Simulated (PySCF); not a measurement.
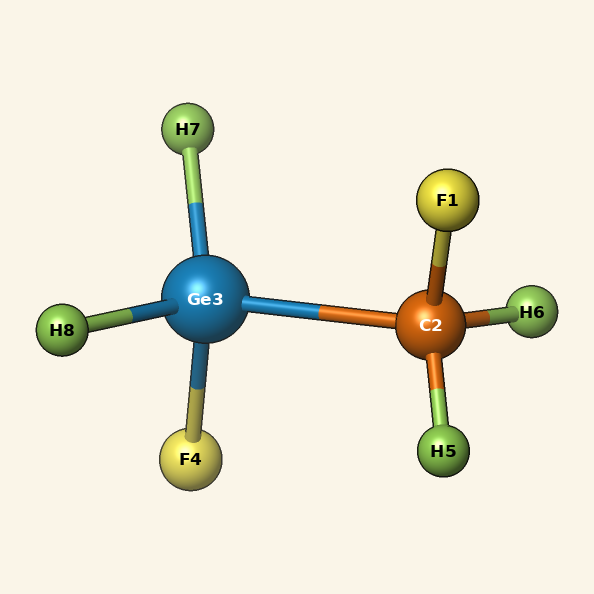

The computed structure is the end point of a PBE0-D3(BJ)/def2-SVP optimisation. No frequency run is at hand to confirm it as a minimum. Level of theory: delta-SCF UKS SCAN, pcX-2 on the ionised atom, pcseg-1 elsewhere, spin-free X2C (PySCF 2.14.0).

Give the core-electron binding energies (to vacuum) of F1 1s, C2 1s, F4 1s.

| atom | level | binding energy (eV) |
| --- | --- | --- |
| F1 | 1s | 693.0 |
| C2 | 1s | 293.1 |
| F4 | 1s | 691.4 |
